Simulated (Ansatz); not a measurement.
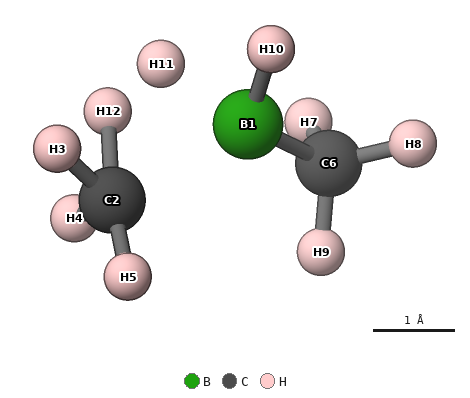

Fig. 1: The starting structure (ball-and-stick view, seen at a tilt; atoms are numbered from 1 in the order of the input). Bond lengths as drawn: B–C 1.60 Å, B–H 1.19 Å and C–H 1.11 to 1.32 Å.

Geometry relaxation, with input and output: C2H9B (part 1 of 2)

- system: C2H9B
- method: RKS B3LYP-D4/6-31G* (Ansatz 0.2.0)

The input holds or restrains some coordinates. It belongs to a series of runs on one base structure; here: pulled along the bonds that form and break, towards end B. Figures and captions count atoms from 1; the log counts them from 0 in places.

## Output
```
The last accepted step is kept in [file] (removed where the run ends without a failure and the disk answers)
Engine: ansatz 0.2.0, x86_64-unknown-linux-gnu
Functional definition: B3LYP
  parameter a0 = 0.2
  parameter ax = 0.72
  parameter ac = 0.81
  exchange = (1 - a0 - ax)*slater_x + ax*b88_x + a0*exact_x
  correlation = (1 - ac)*vwn_rpa_c + ac*lyp_c
800 factors; integrals over basis functions are off by at most 6.4e-4 eV
mean field evaluation 1: about -2887.0190 eV, gradient 5.2e1 eV
mean field evaluation 2: about -2884.7782 eV, gradient 5.7e1 eV
mean field evaluation 4: about -2893.2968 eV, gradient 2.3e0 eV
mean field evaluation 8: about -2893.3037 eV, gradient 7.7e-2 eV
mean field -2893.30368340 eV, -106.3269492132 hartree, gradient 2.9e-5 eV, S^2 0.000000; 0 other end points of the search recorded, 0 dependent functions left out
the calculation of the forces begins
reference -2893.30387721 eV, -106.3269563358 hartree; 13, 13 occupied and 50, 50 virtual orbitals, 800 factors
relax step   1: F+E_penalty+E_count = -2893.55882004 eV  Δ(F+E_penalty+E_count) = +0.000e0 eV  max|allowed force component| = 3.819e0 eV/Å  E_restraint = 26.05987087 eV  max|allowed force component, restraints' pulls added| = 3.069e1 eV/Å  Δτ_max = 0.0000 Å  (24 SCF iters, accepted)
  distance B 0 - H 10 = 1.4900 Å
  distance H 11 - C 1 = 1.3201 Å
  distance B 0 - C 1 = 1.9500 Å
  distance H 11 - H 10 = 0.9216 Å
these checks for a lower state are left out or cut short: starts, cluster_reference, orbital_swaps, neighbouring_geometries, increment
800 factors; integrals over basis functions are off by at most 6.0e-4 eV
mean field evaluation 16: about -2891.6291 eV, gradient 1.2e1 eV
mean field -2892.69246396 eV, -106.3044873130 hartree, gradient 5.9e-5 eV, S^2 0.000000; 0 other end points of the search recorded, 0 dependent functions left out
[... from here on the field's lines of each further geometry are left out, up to the last ...]
relax step   2: F+E_penalty+E_count = -2892.94033521 eV  Δ(F+E_penalty+E_count) = +6.185e-1 eV  max|allowed force component| = 3.643e0 eV/Å  E_restraint = 11.75662990 eV  max|allowed force component, restraints' pulls added| = 1.983e1 eV/Å  Δτ_max = 0.1948 Å  (28 SCF iters, accepted)
relax step   3: F+E_penalty+E_count = -2893.40202670 eV  Δ(F+E_penalty+E_count) = -4.617e-1 eV  max|allowed force component| = 3.639e0 eV/Å  E_restraint = 2.54619043 eV  max|allowed force component, restraints' pulls added| = 8.571e0 eV/Å  Δτ_max = 0.1946 Å  (28 SCF iters, accepted)
relax step   4: F+E_penalty+E_count = -2895.02070832 eV  Δ(F+E_penalty+E_count) = -1.619e0 eV  max|allowed force component| = 3.193e0 eV/Å  E_restraint = 0.10471808 eV  max|allowed force component, restraints' pulls added| = 2.669e0 eV/Å  Δτ_max = 0.1943 Å  (26 SCF iters, accepted)
relax step   5: F+E_penalty+E_count = -2896.42611612 eV  Δ(F+E_penalty+E_count) = -1.405e0 eV  max|allowed force component| = 1.969e0 eV/Å  E_restraint = 0.00109173 eV  max|allowed force component, restraints' pulls added| = 2.042e0 eV/Å  Δτ_max = 0.1950 Å  (25 SCF iters, accepted)
relax step   6: F+E_penalty+E_count = -2897.03603118 eV  Δ(F+E_penalty+E_count) = -6.099e-1 eV  max|allowed force component| = 8.902e-1 eV/Å  E_restraint = 0.06082607 eV  max|allowed force component, restraints' pulls added| = 1.332e0 eV/Å  Δτ_max = 0.1901 Å  (26 SCF iters, accepted)
relax step   7: F+E_penalty+E_count = -2897.07004452 eV  Δ(F+E_penalty+E_count) = -3.401e-2 eV  max|allowed force component| = 1.364e0 eV/Å  E_restraint = 0.00243631 eV  max|allowed force component, restraints' pulls added| = 1.340e0 eV/Å  Δτ_max = 0.2000 Å  (24 SCF iters, accepted)
relax step   8: F+E_penalty+E_count = -2897.13041409 eV  Δ(F+E_penalty+E_count) = -6.037e-2 eV  max|allowed force component| = 4.356e-1 eV/Å  E_restraint = 0.00627441 eV  max|allowed force component, restraints' pulls added| = 2.904e-1 eV/Å  Δτ_max = 0.1836 Å  (25 SCF iters, accepted)
relax step   9: F+E_penalty+E_count = -2897.14324218 eV  Δ(F+E_penalty+E_count) = -1.283e-2 eV  max|allowed force component| = 4.177e-1 eV/Å  E_restraint = 0.00135895 eV  max|allowed force component, restraints' pulls added| = 3.373e-1 eV/Å  Δτ_max = 0.1130 Å  (21 SCF iters, accepted)
the calculation of the forces begins
reference -2896.92326412 eV, -106.4599663512 hartree; 13, 13 occupied and 50, 50 virtual orbitals, 800 factors
relax step  10: F+E_penalty+E_count = -2897.14887298 eV  Δ(F+E_penalty+E_count) = -5.631e-3 eV  max|allowed force component| = 4.173e-1 eV/Å  E_restraint = 0.00235818 eV  max|allowed force component, restraints' pulls added| = 8.658e-2 eV/Å  Δτ_max = 0.0413 Å  (21 SCF iters, accepted)
```

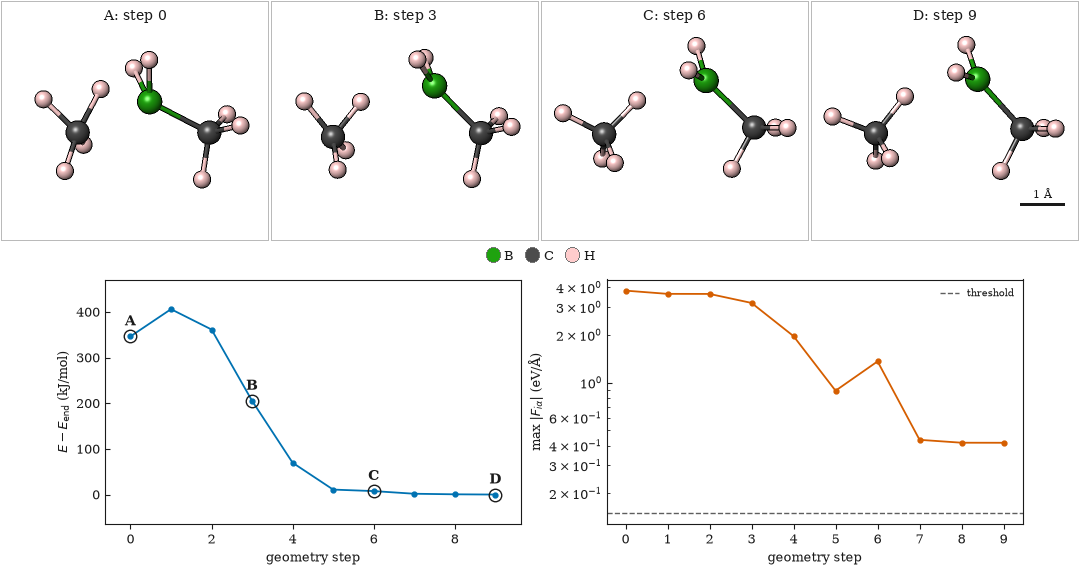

Fig. 2: Frames of the restrained relaxation (ball-and-stick view, seen at a tilt) above the curves, on which the letters mark them (the first geometry is step 0 here and step 1 in the log).

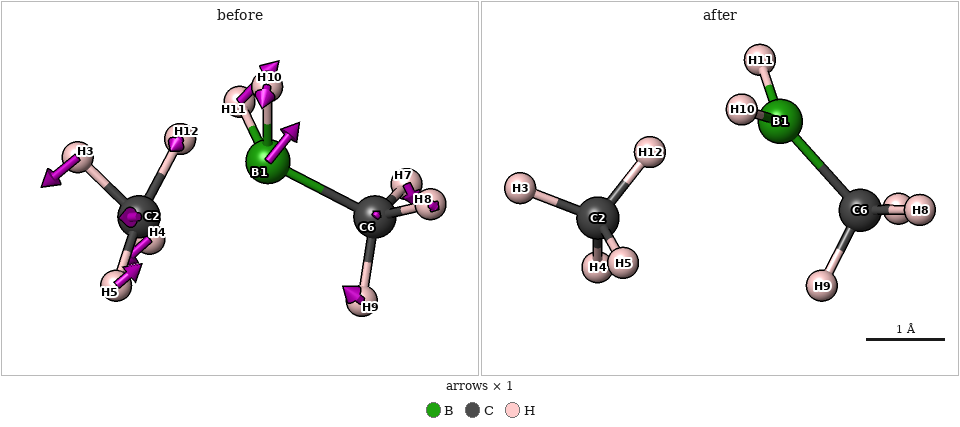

Fig. 3: Before (left) and after (right) the restrained relaxation, at one scale (ball-and-stick view, seen at a tilt). The pink arrows give the displacements, at true length. The energy falls by 346.4 kJ/mol in 9 geometry steps. Largest force component: 3.8 eV/Å at the start, 0.42 eV/Å at the end. H11 moves most after the best rigid fit: 0.79 Å. Largest moves by element: H 0.79 Å, B 0.68 Å, C 0.39 Å. Among the contacts that change: B1–H11 1.490 → 1.193 Å, C2–H12 1.320 → 1.105 Å, B1–C6 1.600 → 1.569 Å, C2–H5 1.110 → 1.091 Å. Among the angles that change: H5–C2–H12 171.6° → 111.3°, H4–C2–H12 70.4° → 108.5°, H3–C2–H12 78.0° → 108.4°. (Atoms are counted from 1 in the order of the input.)

```
  distance B 0 - H 10 = 1.1930 Å
  distance H 11 - C 1 = 1.1050 Å
  distance B 0 - C 1 = 2.8057 Å
  distance H 11 - H 10 = 1.8695 Å
800 factors; integrals over basis functions are off by at most 4.3e-4 eV
mean field -2896.92306175 eV, -106.4599589142 hartree, gradient 2.1e-5 eV, S^2 0.000000; 1 other end points of the search recorded, 0 dependent functions left out
the calculation of the forces begins
reference -2896.92326412 eV, -106.4599663512 hartree; 13, 13 occupied and 50, 50 virtual orbitals, 800 factors
Total energy: -2897.14907535 eV, -106.4682647611 hartree
Atom 0 at    -0.094502    -0.454493    -0.505053 Å, force     0.046088     0.017979    -0.203709 eV/Å
Atom 1 at    -0.009273    -0.200868     2.287820 Å, force    -0.016951    -0.167181     0.134863 eV/Å
Atom 2 at    -0.890740    -0.191236     2.937913 Å, force     0.043888     0.002211    -0.058104 eV/Å
Atom 3 at     0.862458    -0.549897     2.851591 Å, force    -0.036246     0.022167    -0.045678 eV/Å
Atom 4 at     0.175869     0.807344     1.914904 Å, force    -0.005584     0.025256    -0.015192 eV/Å
Atom 5 at     1.381969    -0.069865    -0.872208 Å, force     0.054615     0.005056     0.066625 eV/Å
Atom 6 at     2.074478    -0.914981    -0.952280 Å, force    -0.020722     0.028000     0.008276 eV/Å
Atom 7 at     1.409661     0.494544    -1.816268 Å, force    -0.031211    -0.021776     0.011469 eV/Å
Atom 8 at     1.785580     0.624147    -0.117708 Å, force    -0.019617    -0.008685    -0.051848 eV/Å
Atom 9 at    -0.961748     0.370179    -0.523070 Å, force     0.001001     0.022214     0.008881 eV/Å
Atom 10 at    -0.413167    -1.580294    -0.271983 Å, force    -0.070317    -0.157947    -0.272919 eV/Å
Atom 11 at    -0.196286    -0.906680     1.458444 Å, force     0.055055     0.232705     0.417337 eV/Å
Dipole moment:     0.113456     0.052836     0.073116 e Å
```

## Trajectory as extended XYZ (Å, eV, eV/Å), 9 of the 10 frames kept, from step=1 to step=10
```
12
Properties=species:S:1:pos:R:3:forces:R:3 step=1 energy=-2893.55882
B     0.0000    0.0000    0.0000    0.2496  -1.6798   2.6747
C     0.0000    0.0000    1.9500    0.0989   3.1994  -0.3618
H    -0.9996   -0.3092    2.3205    0.2560   0.5221   0.2273
H     0.7676   -0.7111    2.3205    0.1560   0.7230   0.4156
H     0.2320    1.0203    2.3205   -0.0740  -0.5006   0.2854
C     1.3856    0.0000   -0.8000   -0.0166   0.1497   0.8187
H     1.7152   -1.0462   -0.9702    0.0667   0.5804  -0.1071
H     1.2491    0.5080   -1.7774    0.1376  -0.2748   0.4077
H     2.1552    0.5381   -0.2082   -0.0376  -0.2752  -0.4988
H    -1.0305    0.0000   -0.5950   -0.4428   0.4445   0.5654
H    -0.1908   -1.4011    0.4698   -0.3020  -1.8707  -0.6085
H    -0.1595   -1.1709    1.3616   -0.0916  -1.0181  -3.8187
12
Properties=species:S:1:pos:R:3:forces:R:3 step=2 energy=-2892.94033
B    -0.0054   -0.0784   -0.1135   -0.0007  -3.4059   2.6039
C    -0.0012    0.0012    2.0854   -0.5828  -0.5789  -1.4584
H    -1.0104   -0.3065    2.3360   -0.3877   0.4634   1.5220
H     0.7796   -0.7107    2.3383    0.7039   0.3149   1.7932
H     0.2333    1.0284    2.3377    0.1229   0.0640  -0.2930
C     1.3938   -0.0011   -0.8038    0.3855   0.1975   0.3053
H     1.7190   -1.0417   -0.9732    0.2803   0.4878  -0.1747
H     1.2522    0.5057   -1.7752    0.2890  -0.1027   0.2237
H     2.1552    0.5364   -0.2111   -0.0436  -0.1377  -0.3754
H    -1.0493    0.0042   -0.6016   -1.1240   1.0437   0.1558
H    -0.1920   -1.4058    0.2750    0.0408  -0.1783  -0.6592
H    -0.1506   -1.1036    1.4980    0.3165   1.8321  -3.6431
12
Properties=species:S:1:pos:R:3:forces:R:3 step=3 energy=-2893.40203
B    -0.0151   -0.2100   -0.2537   -0.3400  -3.1989   1.4395
C    -0.0112   -0.0284    2.2309   -0.3048  -1.3717  -0.8416
H    -1.0282   -0.3045    2.3826   -1.0380   0.2935   2.6019
H     0.7970   -0.7156    2.3901    1.0758   0.0096   3.0031
H     0.2349    1.0282    2.3209    0.0377  -0.2437  -1.2920
C     1.4054   -0.0003   -0.8094    0.2526   0.3468  -0.3178
H     1.7293   -1.0338   -0.9788    0.5827   0.3160  -0.2227
H     1.2601    0.5077   -1.7739    0.4893   0.0624   0.0074
H     2.1540    0.5368   -0.2136   -0.0965  -0.0179  -0.1297
H    -1.0795    0.0324   -0.6055   -1.0790   1.6238  -0.1630
H    -0.1875   -1.3961    0.0807    0.1645  -0.0437  -0.4458
H    -0.1349   -0.9885    1.6217    0.2557   2.2239  -3.6394
```
